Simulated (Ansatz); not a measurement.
H$_{7}$N$_{2}$Si (SMILES [NH3+][SiH-][NH3+]) (charge +1)

Input file:

```
crystal:
  periodic: [false, false, false]
  atoms:
    - {symbol: N, position_ang: [-1.438585, -1.523706, -0.507151]}
    - {symbol: "N", position_ang: [1.467127, -1.099741, -0.818491]}
    - {symbol: Si, position_ang: [0.055723, -0.668517, 0.599894]}
    - {symbol: H, position_ang: [-1.494539, -1.300630, -1.508479]}
    - {symbol: H, position_ang: [-2.318716, -1.179718, -0.098919]}
    - {symbol: H, position_ang: [-1.477853, -2.545641, -0.414150]}
    - {symbol: H, position_ang: [-0.212939, 0.638050, -0.128862]}
    - {symbol: H, position_ang: [1.248845, -0.900028, -1.802371]}
    - {symbol: H, position_ang: [1.811707, -2.065737, -0.766894]}
    - {symbol: H, position_ang: [2.279056, -0.509173, -0.591312]}
basis:
  gaussian:
    orbitals: def2-TZVPD
total_charge: 1
hamiltonian:
  xc: {name: PBE0}
output: {forces: true, orbitals: {seedname: orbitals}}
```

Launched as:

```sh
ansatz run input.yaml --threads 1 --pin off --max-ram 2610MiB --events-out events.jsonl --progress --plain --runs-dir runs
```

Geometry: B3LYP-D3(BJ)/def2-SVP.

These are results of isolated molecule in a Gaussian basis; Kohn-Sham density functional theory, functional PBE0 in Ansatz, not measurements.

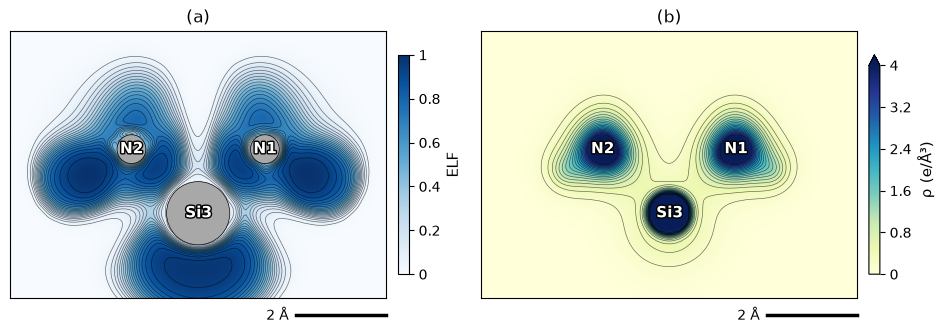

Figure 1. (a) electron localisation function; (b) total electron density on the plane of atoms N1, Si3 and N2. Grey discs cover the atomic cores in the ELF map.

> What do the fields say about this system?

- The plane passes through N and Si nuclei.
- Si–N (2.05 Å): ρ is about 0.59 e/Å³ halfway, with its minimum of 0.47 e/Å³ about 0.8 Å from Si; the ELF peaks at about 0.95 between the atoms (a shared but strongly polarised pair).
- The ELF also peaks beside Si3, away from the bonds: lone-pair regions.

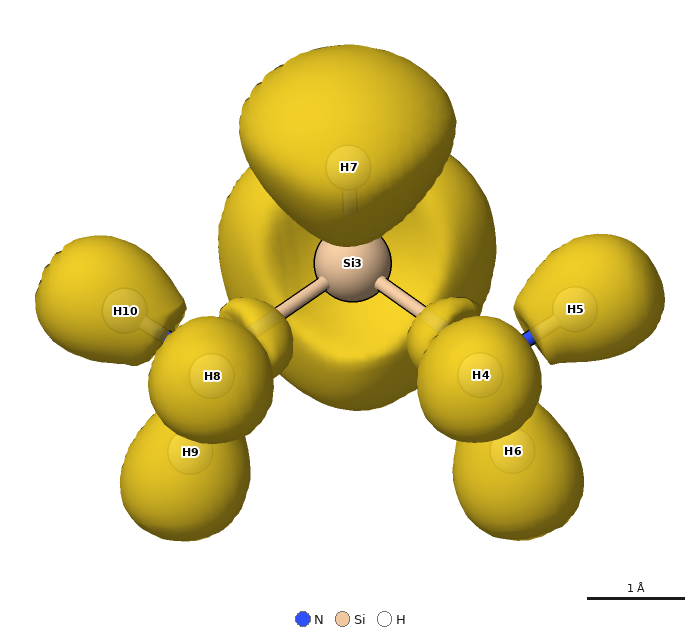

Figure 2. Isosurface of the ELF at 0.85 (yellow), seen across its widest extent. Only the valence region is drawn (cores and ρ < 0.01 e/Å³ removed).

> Identify the bonds, lone pairs and shells in this picture.

The ELF exceeds this value in two regions between bonded N–Si atoms (shared pairs), seven regions around hydrogen nuclei and one lobe on Si, pointing away from the bonds (lone pairs). Along the contacts the grid gives the following. N–H (1.03 Å): the ELF climbs to about 1 towards the hydrogen, as it does in any bond to H: an ordinary covalent bond to hydrogen.

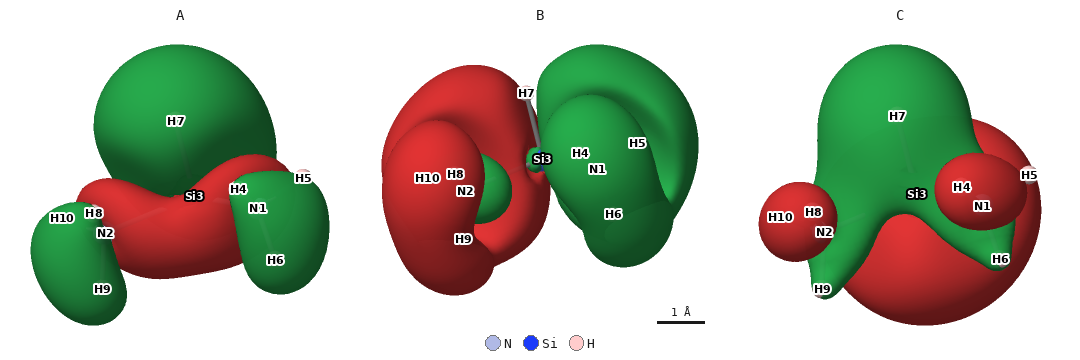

Figure 3. Three frontier orbitals at ±0.05 Å⁻³ᐟ² (green and red are the two phases), in no order.

> Which picture is the HOMO−1, the HOMO and the LUMO?

A is the HOMO−1 (−14.50 eV). By Hirshfeld shares it lies mainly on Si3 (about 35 %), H7 (about 30 %), N2 (about 10 %) and N1 (about 10 %). C is the HOMO (−11.00 eV). It lies mainly on Si3 (about 75 %) and H7 (about 10 %). B is the LUMO (−5.19 eV). Its weight (Hirshfeld) is mainly on Si3 (about 55 %), N1 (about 5 %) and N2 (about 5 %).

> What is the HOMO–LUMO gap?

5.81 eV between the orbital energies.
